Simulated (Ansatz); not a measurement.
# Run report: ZrSiNH$_{8}$O$_{3}$F, frequency calculation

The run: frequency calculation of ZrSiNH$_{8}$O$_{3}$F. Method and program: RHF/def2-SVP (Ansatz 0.2.0).

It belongs to a series of runs on one base structure; here: vibrations at the highest image of the band. Figures and captions count atoms from 1; the log counts them from 0 in places.

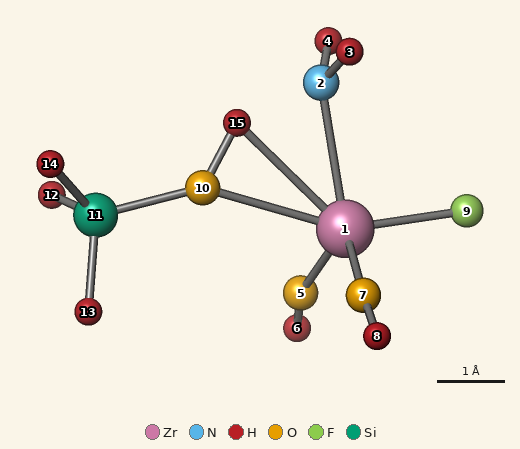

The input geometry (ball-and-stick view, seen at a tilt; atoms are numbered from 1 in the order of the input). Sticks mark near contacts.

The input:
```yaml
crystal:
  periodic: [false, false, false]
  atoms:
    - { symbol: Zr, position_ang: [0.070799, 0.064618, 0.183554] }
    - { symbol: "N", position_ang: [-0.259402, -0.270657, 2.370679] }
    - { symbol: H, position_ang: [-1.123006, 0.047745, 2.782679] }
    - { symbol: H, position_ang: [-0.078358, -1.181366, 2.7635] }
    - { symbol: O, position_ang: [1.634591, -0.609652, -0.731921] }
    - { symbol: H, position_ang: [2.197726, -1.058824, -1.335296] }
    - { symbol: O, position_ang: [-0.777478, 1.632598, -0.540722] }
    - { symbol: H, position_ang: [-1.166437, 2.316332, -1.054238] }
    - { symbol: F, position_ang: [-1.183505, -1.318786, -0.324649] }
    - { symbol: O, position_ang: [1.42883, 1.229221, 1.60088] }
    - { symbol: Si, position_ang: [2.816327, 2.109444, 1.805445] }
    - { symbol: H, position_ang: [3.963008, 1.217907, 2.090157] }
    - { symbol: H, position_ang: [3.081315, 2.87016, 0.567085] }
    - { symbol: H, position_ang: [2.651588, 3.046449, 2.939582] }
    - { symbol: H, position_ang: [0.804298, 0.658514, 2.305369] }
basis:
  gaussian: { orbitals: def2-SVP }
hamiltonian:
  xc: hf
phonons: {}
```

Run on 4 threads of AMD EPYC (Zen 3), 32 GiB of memory available, shared host.

Run as:
```bash
ansatz run input.yaml --threads 4 --pin off --max-ram 5120MiB --backend cpu --events-out ev --progress --plain --runs-dir out
```

The program's output:
```
Engine: ansatz 0.2.0, x86_64-unknown-linux-gnu
Functional definition: HF
  exchange = exact_x
  correlation = 0
1676 factors; integrals over basis functions are off by at most 4.3e-4 eV
mean field evaluation 1: about -19542.1144 eV, gradient 7.0e1 eV
mean field evaluation 2: about -19542.2321 eV, gradient 7.0e1 eV
mean field evaluation 4: about -19551.3010 eV, gradient 3.8e0 eV
mean field evaluation 8: about -19551.3820 eV, gradient 5.6e-1 eV
mean field -19551.38272790 eV, -718.5000628471 hartree, gradient 8.6e-5 eV, S^2 0.000000; 0 other end points of the search recorded, 0 dependent functions left out
the calculation of the forces begins
reference -19551.38272790 eV, -718.5000628471 hartree; 37, 37 occupied and 122, 122 virtual orbitals, 1676 factors
these checks for a lower state are left out or cut short: stability, starts, cluster_reference, orbital_swaps, neighbouring_geometries, increment
1676 factors; integrals over basis functions are off by at most 4.3e-4 eV
mean field evaluation 16: about -19551.3799 eV, gradient 1.2e0 eV
mean field -19551.38260989 eV, -718.5000585104 hartree, gradient 2.8e-6 eV, S^2 0.000000; 0 other end points of the search recorded, 0 dependent functions left out
[... from here on the field's lines of each further geometry are left out, up to the last ...]
the calculation of the forces begins
reference -19551.38265809 eV, -718.5000602818 hartree; 37, 37 occupied and 122, 122 virtual orbitals, 1676 factors
these checks for a lower state are left out or cut short: stability, starts, cluster_reference, orbital_swaps, neighbouring_geometries, increment
1676 factors; integrals over basis functions are off by at most 4.3e-4 eV
mean field -19551.38271485 eV, -718.5000623677 hartree, gradient 2.8e-6 eV, S^2 0.000000; 0 other end points of the search recorded, 0 dependent functions left out
the calculation of the forces begins
reference -19551.38271485 eV, -718.5000623677 hartree; 37, 37 occupied and 122, 122 virtual orbitals, 1676 factors
WARN: phonons: modes at or below zero, which the zero-point energy, F, S and C_V leave out: 1, the lowest at -1020.75 cm⁻¹. A minimum has none, and a first-order saddle one
Total energy: -19551.38272790 eV, -718.5000628471 hartree
Atom 0 at     0.070799     0.064618     0.183554 Å, force     0.003858     0.002992     0.004770 eV/Å
Atom 1 at    -0.259402    -0.270657     2.370679 Å, force    -0.005871    -0.015147     0.001930 eV/Å
Atom 2 at    -1.123006     0.047745     2.782679 Å, force     0.001626     0.000658    -0.001021 eV/Å
Atom 3 at    -0.078358    -1.181366     2.763500 Å, force     0.001146     0.001111    -0.001940 eV/Å
Atom 4 at     1.634591    -0.609652    -0.731921 Å, force    -0.021384    -0.014115    -0.007040 eV/Å
Atom 5 at     2.197726    -1.058824    -1.335296 Å, force     0.011365     0.008284     0.006685 eV/Å
Atom 6 at    -0.777478     1.632598    -0.540722 Å, force     0.002302    -0.002661    -0.009330 eV/Å
Atom 7 at    -1.166437     2.316332    -1.054238 Å, force    -0.000488     0.003061     0.005912 eV/Å
Atom 8 at    -1.183505    -1.318786    -0.324649 Å, force    -0.002047     0.002697    -0.000040 eV/Å
Atom 9 at     1.428830     1.229221     1.600880 Å, force    -0.020467    -0.009095     0.003640 eV/Å
Atom 10 at     2.816327     2.109444     1.805445 Å, force     0.001609    -0.000051     0.005918 eV/Å
Atom 11 at     3.963008     1.217907     2.090157 Å, force    -0.000466     0.000547     0.003550 eV/Å
Atom 12 at     3.081315     2.870160     0.567085 Å, force     0.001167    -0.001354     0.000146 eV/Å
Atom 13 at     2.651588     3.046449     2.939582 Å, force    -0.002023     0.002229    -0.001802 eV/Å
Atom 14 at     0.804298     0.658514     2.305369 Å, force     0.029673     0.020845    -0.011379 eV/Å
Dipole moment:     0.263051     0.282471     0.182583 e Å
Vibrations: -1020.75 23.79 64.35 77.51 92.81 145.96 165.09 190.52 195.34 205.72 275.13 294.43 317.69 322.58 348.66 387.33 488.82 594.05 599.81 644.60 733.27 746.02 752.40 793.81 819.38 1018.54 1039.28 1049.73 1106.51 1440.70 1670.54 1958.86 2334.36 2345.97 2367.62 3716.05 3791.28 4290.60 4297.12 cm⁻¹, zero-point energy 2.585458 eV
```

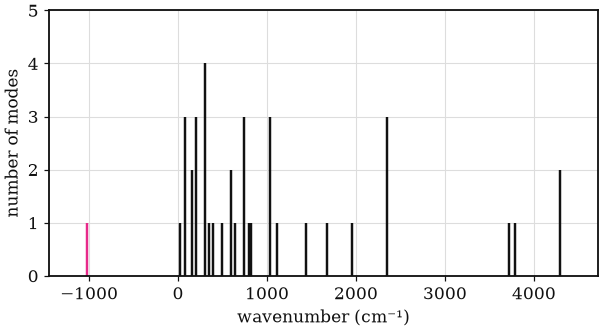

Harmonic vibrational wavenumbers from the force constants; neighbouring modes closer than 24 cm⁻¹ are counted in one stick, and imaginary ones are drawn at negative wavenumbers. 39 modes from 1021i to 4297 cm⁻¹, 1 imaginary beyond 8i (1021i cm⁻¹): a first-order saddle point, if the geometry is stationary.

Key numbers:

| quantity | value |
| --- | --- |
| outcome | converged |
| total energy | −19551.3827 eV |
| mean-field energy | −19551.3827 eV |
| largest force (length of the vector) | 0.038 eV/Å |
| wall time | 3.6 min (CPU time 13 min) |
| peak memory | 0.48 GiB |
